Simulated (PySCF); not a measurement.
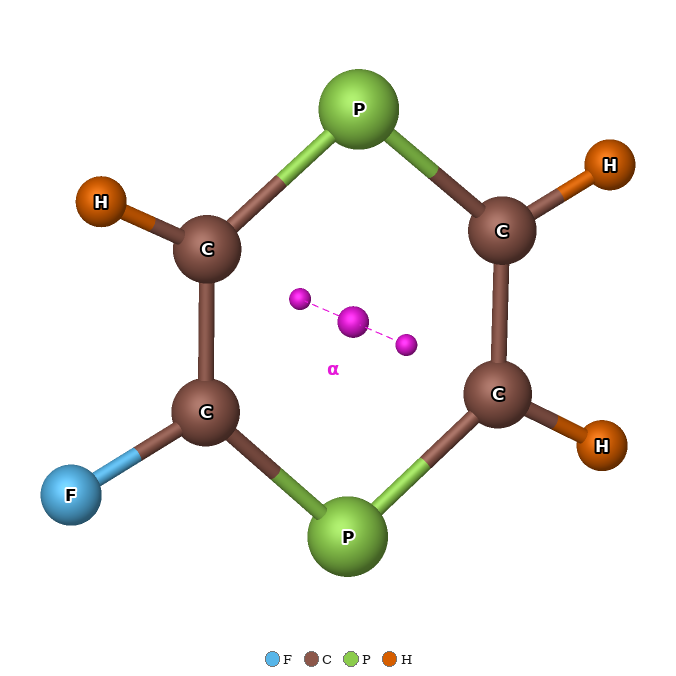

The small points mark where nucleus-independent chemical shifts (NICS) were computed: at the centre of each lettered ring and 1 Å above and below it. The geometry was computed by an optimisation with GFN2-xTB. No frequency run is at hand to confirm it as a minimum. Level of theory: GIAO PBE0/pcSseg-1 NMR shielding, non-relativistic, gas phase (PySCF 2.14.0).

Give NICS(0), NICS(1) and the out-of-plane component NICS(1)zz for each ring (means of the two sides).

```json
{"ring": "α", "members": "C4P2", "NICS(0)": "−7.7", "NICS(1)": "−10.1", "NICS(1)zz": "−24.8"}
```

Values in ppm.

Question: What do the values say about the ring currents?

Answer: Ring α: diatropic, as in an aromatic ring. NICS is one index among several.

The geometry is semi-empirical. Around P such bond lengths and angles can be off by a tenth of an ångström or more and by several degrees, and values that hang on the shape move with them.
